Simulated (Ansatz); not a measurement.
CH7GaO4

Input

```
crystal:
  periodic: [false, false, false]
  atoms:
    - {symbol: C, position_ang: [-1.403265, 1.824251, 1.600633]}
    - {symbol: Ga, position_ang: [-1.214706, -0.605512, -0.239405]}
    - {symbol: O, position_ang: [-0.492991, 0.950973, 0.943263]}
    - {symbol: O, position_ang: [-0.856142, -2.164443, 0.557126]}
    - {symbol: O, position_ang: [-0.083833, 0.155760, -1.445726]}
    - {symbol: O, position_ang: [-2.939236, -0.126249, -0.375821]}
    - {symbol: H, position_ang: [-0.918128, 2.789448, 1.806725]}
    - {symbol: H, position_ang: [-1.669996, 1.354033, 2.555761]}
    - {symbol: H, position_ang: [-2.318045, 1.962247, 1.004811]}
    - {symbol: H, position_ang: [-0.096104, 1.363258, 0.150162]}
    - {symbol: H, position_ang: [0.071104, -2.412823, 0.495963]}
    - {symbol: H, position_ang: [-0.435011, 0.223735, -2.337979]}
    - {symbol: H, position_ang: [-3.539667, -0.773535, 0.006032]}
basis:
  gaussian:
    orbitals: def2-SVPD
magnetization:
  spin_polarized: false
  initial_magnetization: 0
hamiltonian:
  xc: {name: PBE0}
output:
  forces: true
  orbitals: {seedname: orbitals}
```

Command:

```sh
ansatz run input.yaml --threads 2 --pin off --max-ram 6090MiB --events-out events.jsonl --progress --plain --runs-dir runs
```

Geometry: PBE0-D4/def2-SVP.

Level of theory: isolated molecule in a Gaussian basis; Kohn-Sham density functional theory, functional PBE0 (Ansatz 0.2.0).

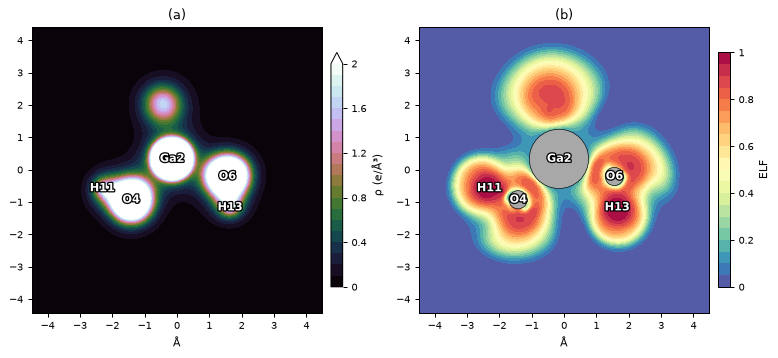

Figure 1. (a) electron density; (b) electron localisation function on the plane of atoms O4, Ga2 and O6. Grey discs cover the atomic cores in the ELF map.

What does the map show?

- The section cuts through Ga, O and H sites.
- Ga–O (1.79 Å): ρ at the midpoint is about 0.88 e/Å³; the ELF peaks at about 0.85 in the valence shell of O, 0.6 Å from its nucleus, and is about 0.25 at the midpoint.
- O–H (0.96 Å): ρ is about 3.7 e/Å³ halfway; the ELF climbs to about 1 towards the hydrogen, as it does in any bond to H: a covalent bond by its length.
- The ELF also peaks beside O4 and O6, away from the bonds: lone-pair regions.

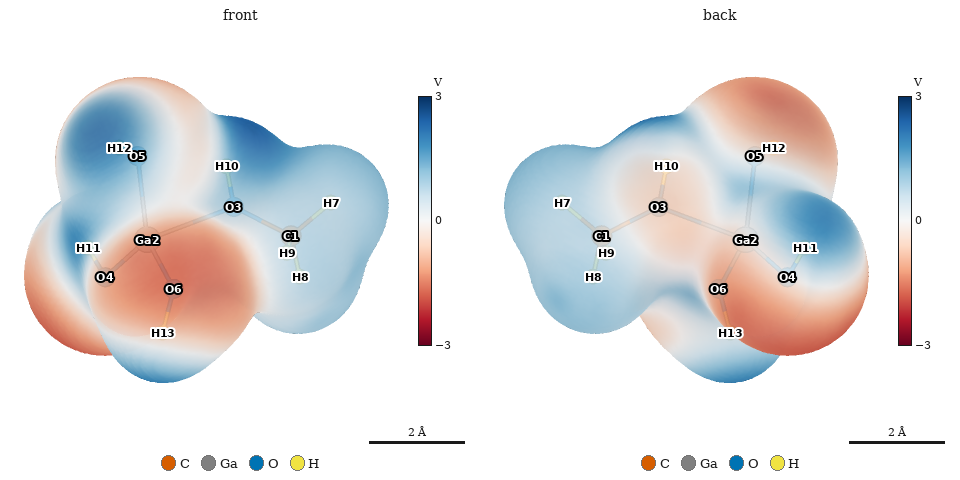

Figure 2. The electrostatic potential painted on the density surface at 0.002 e/bohr³, seen from the front and from behind; red is negative and blue positive.

Which sites attract a positive test charge, and which a negative one?

A positive charge is drawn to the negative regions and a negative charge to the positive ones. The most negative region (about −1.8 V) lies over O4, the most positive (about +2.3 V) over H10. O4 is the likeliest acceptor of a hydrogen bond.

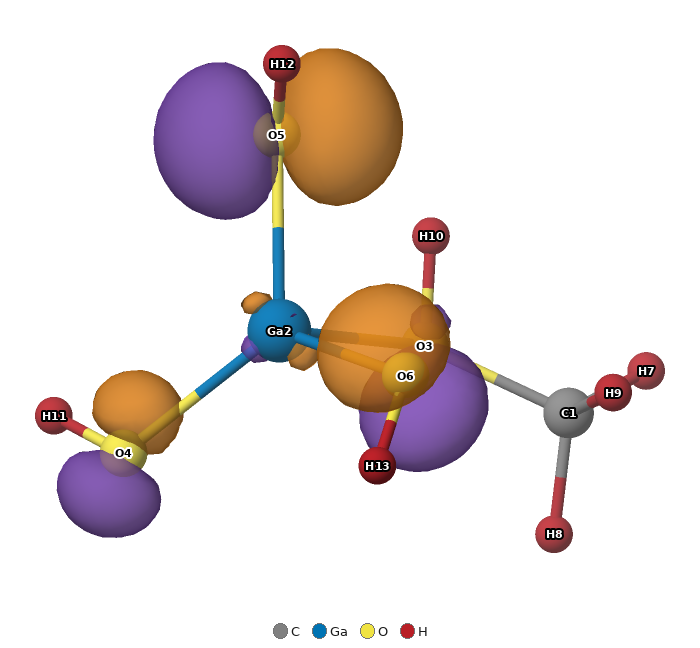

Figure 3. The HOMO−1 at ±0.2 Å⁻³ᐟ² (orange and purple are the two phases), seen at a tilt.

Describe this orbital and give its energy.

By Hirshfeld shares it lies mainly on O5 (about 45 %), O6 (about 25 %), O4 (about 10 %) and Ga2 (about 5 %); largely a combination of lone pairs on O5, O6 and O4. Its energy is −8.56 eV.
